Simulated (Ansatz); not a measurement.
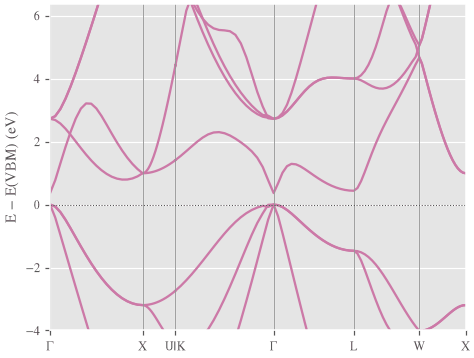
Figure. Band structure from r²SCAN (plane waves, PAW; program Ansatz)

Q: Read off the gap and where the band edges lie.

A: About 0.4 eV (0.36 eV by a search for the band edges); maximum at Γ, minimum at Γ.

The material is Ge (diamond, space group No. 227).

Space group Fd-3m (diamond). The cell was relaxed with r²SCAN under the symmetry of its start; phonons on a q-mesh show no instability. Spin–orbit coupling is left out wherever it is not named.

Potentials: the later of the program's two PAW sets.
